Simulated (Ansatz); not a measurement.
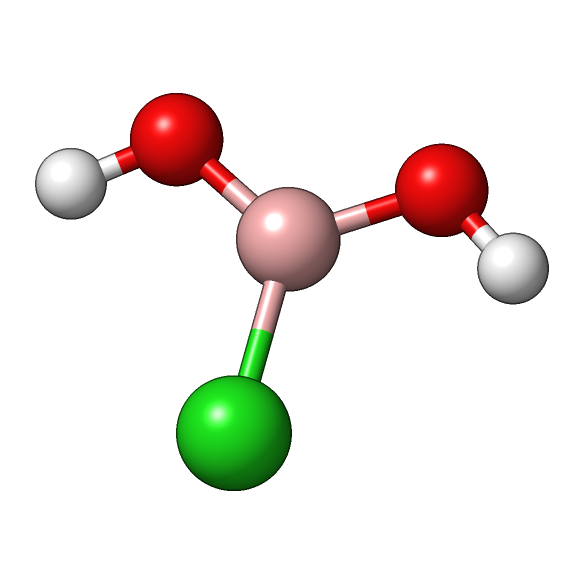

Rendered structure (ball-and-stick style). Every bond is drawn as one stick, whatever its order. Colours: boron pink, oxygen red, chlorine green, hydrogen white.

Computed geometry: PBE0-D4/def2-TZVP optimisation.

Count the atoms of each element.

Answer. BClH2O2, 6 atoms: 1 boron, 1 chlorine, 2 hydrogen and 2 oxygen.

How many sets of symmetry-equivalent atoms are there?

Answer. 4: 1 B, 2 O, 1 Cl, 2 H.

Give the symmetry (Schoenflies symbol).

Answer. C2v.

Count the bonded pairs by element.

Answer. 2 B–O, 2 O–H, 1 B–Cl. Sticks follow a distance rule.

More results for the same structure follow; atom numbers are the same in all pictures, views and colours differ.

## Geometry

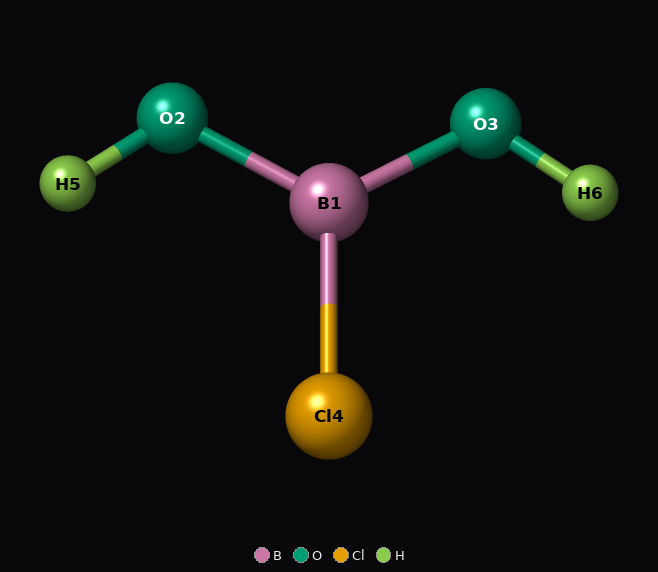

List the bonds and their lengths.

| bond | length (Å) |
| --- | --- |
| B1–O2 | 1.348 |
| B1–O3 | 1.348 |
| B1–Cl4 | 1.789 |
| O2–H5 | 0.959 |
| O3–H6 | 0.959 |

## Charges

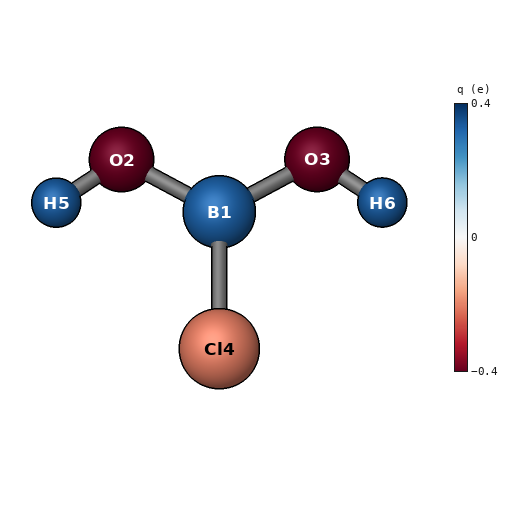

Atoms are coloured by their Mulliken charges. Method: RKS PBE0-D4/def2-TZVP (Ansatz 0.2.0).

List the Mulliken charges.

| atom | value (e) |
| --- | --- |
| B1 | 0.33 |
| O2 | −0.40 |
| O3 | −0.40 |
| Cl4 | −0.21 |
| H5 | 0.34 |
| H6 | 0.34 |

## Electronic properties

Method: RKS PBE0-D4/def2-TZVPP (Ansatz 0.2.0).

Predict the main results.

- HOMO energy (Kohn–Sham orbital): −9.26 eV
- LUMO energy (Kohn–Sham orbital): 0.51 eV
- HOMO–LUMO gap: 9.77 eV

## Vibrations

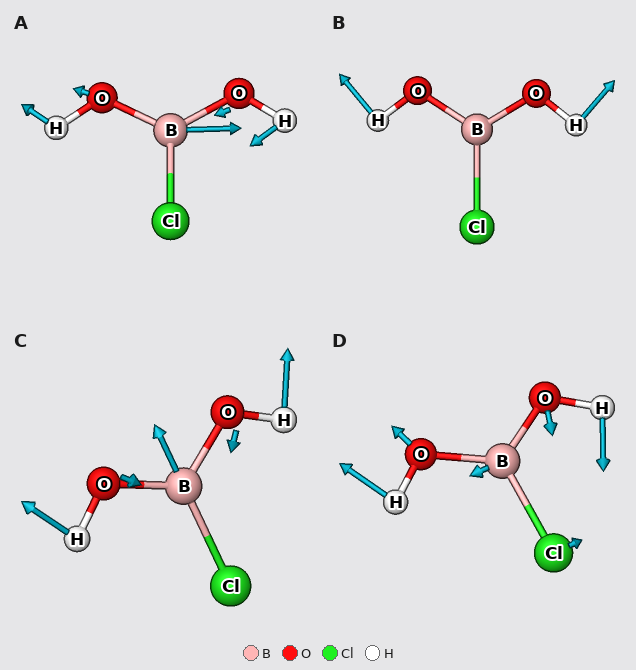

4 normal modes of one molecule or complex, as arrows. Harmonic vibrations computed with RKS PBE0-D4/def2-TZVP (Ansatz 0.2.0) at a stationary point of the same level.

Match the panels to the wavenumbers 335 cm⁻¹, 1006 cm⁻¹, 1267 cm⁻¹, 1512 cm⁻¹.

Answer. A: 1512 cm⁻¹
B: 1006 cm⁻¹, B–O–H bending
C: 1267 cm⁻¹
D: 335 cm⁻¹, Cl–B–O bending

Mulliken values depend strongly on the basis set and can even reverse the polarity of a bond.
